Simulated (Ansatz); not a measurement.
**Run report: CH$_{5}$AlO, geometry relaxation (part 2 of 2)**

The same run, continued: CH$_{5}$AlO, SMILES [CH3][AlH][OH]; RKS B3LYP-D4/cc-pVDZ (Ansatz 0.2.0). It belongs to a series of runs on one base structure; here: end point A relaxed.

Geometry of the input (Å):
```
C  -0.7213  0.9168  -0.0351
Al 0.5450  -0.4891  -0.4073
O  0.4444  -2.0470  0.5383
H  -0.1590  1.8898  0.2674
H  -1.4594  0.6324  0.7407
H  -1.3484  1.1880  -0.9711
H  1.6972  -0.2829  -1.5209
H  1.0937  -1.8652  1.3322
```

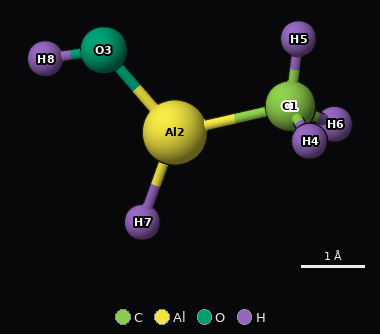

The geometry at step 15 of the log (ball-and-stick view, seen at a tilt; atoms are numbered from 1 in the order of the input).

## Trajectory as extended XYZ, continued
```
8
Properties=species:S:1:pos:R:3:forces:R:3 step=6 energy=-9764.59351
C    -0.8021    0.9462   -0.1618   -0.3746   0.3849   0.4061
Al    0.5969   -0.4096   -0.3028   -0.1797  -0.1165  -0.1667
O     0.5456   -1.6504    0.9172    0.1648  -0.2123  -0.0995
H    -0.2775    1.8712    0.1437    0.1075   0.1517  -0.0017
H    -1.4268    0.6951    0.7156   -0.0315  -0.0877  -0.0153
H    -1.5079    1.2803   -0.9533    0.4406  -0.4475  -0.0746
H     1.7952   -0.3936   -1.3410    0.0674  -0.0260  -0.0485
H     1.1690   -2.3964    0.9265   -0.1945   0.3533   0.0002
8
Properties=species:S:1:pos:R:3:forces:R:3 step=7 energy=-9764.66928
C    -0.7886    0.9745   -0.0805   -0.0348  -0.0635  -0.1892
Al    0.5570   -0.4192   -0.3338    0.1465   0.0923   0.1798
O     0.5147   -1.6547    0.8840    0.1474  -0.1465   0.0213
H    -0.2954    1.9067    0.2464    0.0002   0.0644  -0.0520
H    -1.5100    0.6900    0.7015   -0.0363  -0.0283  -0.0197
H    -1.3377    1.1951   -1.0147   -0.0002   0.0759   0.1055
H     1.7351   -0.4340   -1.4146   -0.1093  -0.0173  -0.0073
H     1.2171   -2.3155    0.9559   -0.1136   0.0231  -0.0384
8
Properties=species:S:1:pos:R:3:forces:R:3 step=8 energy=-9764.67960
C    -0.7857    0.9833   -0.0858    0.0007   0.0756  -0.0022
Al    0.5831   -0.3969   -0.2858   -0.0604  -0.1154  -0.1272
O     0.6118   -1.6050    0.9597    0.0166  -0.0032   0.0391
H    -0.3380    1.8895    0.3654   -0.0757  -0.0246   0.0433
H    -1.5956    0.6325    0.5752    0.0358   0.0513   0.0630
H    -1.2408    1.3021   -1.0391    0.0623  -0.0448  -0.0426
H     1.6111   -0.5309   -1.4973    0.0193   0.0426   0.0306
H     1.2464   -2.3317    0.9518    0.0014   0.0186  -0.0039
8
Properties=species:S:1:pos:R:3:forces:R:3 step=9 energy=-9764.68366
C    -0.7863    0.9835   -0.0833    0.0065  -0.0079  -0.0146
Al    0.5696   -0.4121   -0.2943   -0.0271   0.0229   0.0436
O     0.6093   -1.6144    0.9575   -0.0048  -0.0123  -0.0063
H    -0.3385    1.8963    0.3517   -0.0009  -0.0128   0.0055
H    -1.5908    0.6532    0.5942   -0.0023   0.0162   0.0092
H    -1.2383    1.2802   -1.0452    0.0001  -0.0063  -0.0061
H     1.6200   -0.5062   -1.4846    0.0224  -0.0046  -0.0296
H     1.2473   -2.3379    0.9481    0.0061   0.0047  -0.0016
8
Properties=species:S:1:pos:R:3:forces:R:3 step=10 energy=-9764.68406
C    -0.7890    0.9846   -0.0813   -0.0093  -0.0002   0.0061
Al    0.5680   -0.4113   -0.2804    0.0369   0.0164  -0.0601
O     0.6013   -1.6367    0.9477   -0.0136  -0.0056   0.0207
H    -0.3345    1.9094    0.3202    0.0036  -0.0073  -0.0008
H    -1.5869    0.6794    0.6156    0.0068   0.0008  -0.0002
H    -1.2523    1.2545   -1.0463    0.0058  -0.0094   0.0021
H     1.6352   -0.4869   -1.4666   -0.0322   0.0047   0.0373
H     1.2504   -2.3502    0.9354    0.0021   0.0005  -0.0051
8
Properties=species:S:1:pos:R:3:forces:R:3 step=11 energy=-9764.68436
C    -0.7882    0.9839   -0.0806    0.0017  -0.0017   0.0004
Al    0.5716   -0.4084   -0.2811    0.0018  -0.0028   0.0019
O     0.5938   -1.6393    0.9433   -0.0023   0.0031  -0.0023
H    -0.3322    1.9141    0.3060   -0.0010  -0.0010  -0.0032
H    -1.5773    0.6824    0.6276    0.0029  -0.0001   0.0003
H    -1.2616    1.2404   -1.0442   -0.0015   0.0006   0.0011
H     1.6437   -0.4768   -1.4582   -0.0015   0.0005   0.0045
H     1.2424   -2.3534    0.9313   -0.0001   0.0014  -0.0028
8
Properties=species:S:1:pos:R:3:forces:R:3 step=12 energy=-9764.68455
C    -0.7884    0.9831   -0.0800    0.0158   0.0303   0.0219
Al    0.5748   -0.4051   -0.2774   -0.0008  -0.0183   0.0216
O     0.5801   -1.6513    0.9326    0.0031   0.0131  -0.0148
H    -0.3272    1.9255    0.2726   -0.0205  -0.0270  -0.0182
H    -1.5603    0.6961    0.6529    0.0053  -0.0004  -0.0079
H    -1.2836    1.2130   -1.0394   -0.0046   0.0049   0.0015
H     1.6647   -0.4562   -1.4380    0.0038  -0.0014  -0.0024
H     1.2321   -2.3624    0.9210   -0.0022  -0.0011  -0.0015
8
Properties=species:S:1:pos:R:3:forces:R:3 step=13 energy=-9764.68452 accepted=F
C    -0.7881    0.9833   -0.0783   -0.0547   0.0010  -0.0340
Al    0.5819   -0.3978   -0.2689    0.0034  -0.0576   0.0420
O     0.5588   -1.6703    0.9158    0.0104   0.0391  -0.0463
H    -0.3227    1.9425    0.2125   -0.0095   0.0254  -0.0035
H    -1.5292    0.7208    0.6959    0.0225   0.0088  -0.0433
H    -1.3219    1.1663   -1.0304    0.0322  -0.0113   0.0814
H     1.7013   -0.4216   -1.4027   -0.0004  -0.0038   0.0015
H     1.2121   -2.3803    0.9003   -0.0040  -0.0015   0.0022
8
Properties=species:S:1:pos:R:3:forces:R:3 step=14 energy=-9764.68475
C    -0.7878    0.9840   -0.0788    0.0033   0.0109   0.0024
Al    0.5790   -0.4013   -0.2721    0.0028  -0.0199   0.0161
O     0.5719   -1.6594    0.9256    0.0028   0.0121  -0.0182
H    -0.3277    1.9363    0.2441   -0.0064  -0.0012  -0.0045
H    -1.5456    0.7072    0.6721    0.0004  -0.0009  -0.0038
H    -1.3011    1.1905   -1.0345   -0.0006  -0.0014   0.0062
H     1.6819   -0.4418   -1.4214    0.0001  -0.0006   0.0002
H     1.2217   -2.3726    0.9093   -0.0024   0.0010   0.0016
8
Properties=species:S:1:pos:R:3:forces:R:3 step=15 energy=-9764.68431 accepted=F
C    -0.7848    0.9866   -0.0751   -0.0518   0.0762  -0.0287
Al    0.5918   -0.3904   -0.2586   -0.0115  -0.0540   0.0096
O     0.5403   -1.6877    0.8978    0.0253   0.0463  -0.0315
H    -0.3289    1.9667    0.1688   -0.0506  -0.0788  -0.0165
H    -1.5047    0.7364    0.7242    0.0436   0.0292  -0.0608
H    -1.3469    1.1280   -1.0200    0.0591  -0.0185   0.1130
H     1.7265   -0.4038   -1.3784   -0.0009   0.0040   0.0157
H     1.1990   -2.3929    0.8853   -0.0132  -0.0044  -0.0009
8
Properties=species:S:1:pos:R:3:forces:R:3 step=16 energy=-9764.68483
C    -0.7864    0.9853   -0.0773   -0.0155   0.0009  -0.0103
Al    0.5821   -0.3989   -0.2688    0.0200   0.0051   0.0285
O     0.5601   -1.6696    0.9153   -0.0010   0.0027  -0.0226
H    -0.3282    1.9505    0.2066   -0.0018  -0.0068  -0.0024
H    -1.5251    0.7217    0.6976    0.0058   0.0049  -0.0102
H    -1.3246    1.1601   -1.0262    0.0032  -0.0017   0.0164
H     1.7063   -0.4219   -1.3981   -0.0084  -0.0058  -0.0043
H     1.2079   -2.3845    0.8952   -0.0023   0.0007   0.0049
8
Properties=species:S:1:pos:R:3:forces:R:3 step=17 energy=-9764.68332 accepted=F
C    -0.7830    0.9885   -0.0737    0.0069   0.0625   0.0129
Al    0.6044   -0.3803   -0.2474   -0.0817  -0.0866  -0.0601
O     0.5393   -1.6880    0.8954    0.0368   0.0492  -0.0016
H    -0.3383    1.9737    0.1648   -0.0392  -0.0422  -0.0071
H    -1.5020    0.7367    0.7242    0.0246   0.0163  -0.0234
H    -1.3453    1.1186   -1.0177    0.0407  -0.0186   0.0466
H     1.7245   -0.4084   -1.3812    0.0214   0.0244   0.0333
H     1.1927   -2.3980    0.8798   -0.0095  -0.0050  -0.0005
8
Properties=species:S:1:pos:R:3:forces:R:3 step=18 energy=-9764.68500
C    -0.7852    0.9865   -0.0759   -0.0096   0.0073  -0.0073
Al    0.5885   -0.3935   -0.2625   -0.0006  -0.0118   0.0096
O     0.5509   -1.6779    0.9065    0.0078   0.0127  -0.0171
H    -0.3308    1.9600    0.1848   -0.0062  -0.0088  -0.0017
H    -1.5131    0.7305    0.7116    0.0071   0.0062  -0.0101
H    -1.3365    1.1407   -1.0212    0.0089  -0.0044   0.0193
H     1.7178   -0.4124   -1.3869   -0.0030   0.0005   0.0041
H     1.2006   -2.3910    0.8878   -0.0044  -0.0017   0.0034
8
Properties=species:S:1:pos:R:3:forces:R:3 step=19 energy=-9764.68502
C    -0.7849    0.9868   -0.0755   -0.0060   0.0094  -0.0054
Al    0.5901   -0.3922   -0.2608   -0.0028  -0.0128   0.0069
O     0.5489   -1.6799    0.9044    0.0075   0.0127  -0.0166
H    -0.3317    1.9630    0.1772   -0.0069  -0.0105  -0.0019
H    -1.5091    0.7338    0.7163    0.0060   0.0056  -0.0082
H    -1.3407    1.1340   -1.0193    0.0086  -0.0044   0.0167
H     1.7221   -0.4087   -1.3826   -0.0025   0.0012   0.0046
H     1.1975   -2.3940    0.8845   -0.0039  -0.0011   0.0038
8
Properties=species:S:1:pos:R:3:forces:R:3 step=20 energy=-9764.68507
C    -0.7842    0.9875   -0.0746    0.0005   0.0168  -0.0012
Al    0.5935   -0.3893   -0.2568   -0.0037  -0.0103   0.0037
O     0.5429   -1.6859    0.8979    0.0059   0.0107  -0.0139
H    -0.3335    1.9706    0.1561   -0.0095  -0.0197  -0.0038
H    -1.4980    0.7436    0.7292    0.0044   0.0044  -0.0056
H    -1.3523    1.1159   -1.0138    0.0075  -0.0033   0.0125
H     1.7339   -0.3980   -1.3701   -0.0020   0.0015   0.0043
H     1.1897   -2.4016    0.8763   -0.0032   0.0000   0.0038
8
Properties=species:S:1:pos:R:3:forces:R:3 step=21 energy=-9764.68510
C    -0.7837    0.9879   -0.0740    0.0007   0.0215   0.0003
Al    0.5953   -0.3878   -0.2548   -0.0025  -0.0068   0.0035
O     0.5385   -1.6902    0.8929    0.0048   0.0085  -0.0107
H    -0.3342    1.9750    0.1420   -0.0113  -0.0256  -0.0054
H    -1.4907    0.7505    0.7379    0.0052   0.0035  -0.0064
H    -1.3600    1.1040   -1.0098    0.0077  -0.0021   0.0128
H     1.7418   -0.3904   -1.3616   -0.0016   0.0009   0.0031
H     1.1851   -2.4062    0.8716   -0.0030   0.0000   0.0028
8
Properties=species:S:1:pos:R:3:forces:R:3 step=22 energy=-9764.68512
C    -0.7834    0.9880   -0.0736   -0.0014   0.0205   0.0008
Al    0.5963   -0.3870   -0.2537   -0.0012  -0.0033   0.0040
O     0.5360   -1.6926    0.8897    0.0032   0.0053  -0.0077
H    -0.3345    1.9772    0.1333   -0.0103  -0.0238  -0.0056
H    -1.4861    0.7550    0.7432    0.0058   0.0022  -0.0070
H    -1.3648    1.0968   -1.0072    0.0071  -0.0010   0.0120
H     1.7468   -0.3855   -1.3563   -0.0011   0.0002   0.0014
H     1.1820   -2.4090    0.8688   -0.0022  -0.0001   0.0022
8
Properties=species:S:1:pos:R:3:forces:R:3 step=23 energy=-9764.68514
C    -0.7830    0.9881   -0.0731   -0.0037   0.0145   0.0020
Al    0.5979   -0.3856   -0.2520   -0.0023  -0.0011  -0.0003
O     0.5323   -1.6959    0.8851    0.0024   0.0011  -0.0005
H    -0.3350    1.9797    0.1222   -0.0067  -0.0144  -0.0040
H    -1.4803    0.7606    0.7498    0.0056   0.0004  -0.0063
H    -1.3707    1.0876   -1.0038    0.0052  -0.0003   0.0083
H     1.7527   -0.3793   -1.3498    0.0011   0.0004   0.0003
H     1.1783   -2.4124    0.8658   -0.0015  -0.0006   0.0004
```

## Key numbers

```tsv
quantity	value
outcome	converged
total energy	−9764.6854 eV
mean-field energy	−9764.5224 eV
largest force (length of the vector) at the end	0.016 eV/Å
hardware	1 thread of Arm Neoverse V2, 24 GiB of memory available, shared host
wall time	45 s
peak memory	0.14 GiB
```
